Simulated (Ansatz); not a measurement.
The starting structures come from a database of crystals and need not be the phases stable at ambient conditions.

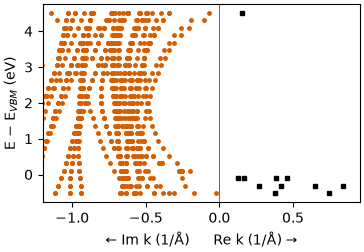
Complex bands at the centre of the two-dimensional zone; r2SCAN (Ansatz, a program for electronic structure)

No gap correction and no spin-orbit coupling; mid-gap values are interpolated between computed energies.

Question: This is Y2C(NO)2 (P6_3/mmc, not sure to be the ambient phase, 14 atoms a cell, 13.8 Å³ an atom) along the normal of (100). Read off the slowest decay at the centre of the two-dimensional zone at 2.21 eV, the computed energy nearest the middle of the gap.

Answer: κ ≈ 0.47 1/Å, a decay length 1/(2κ) of the density of 1.1 Å.
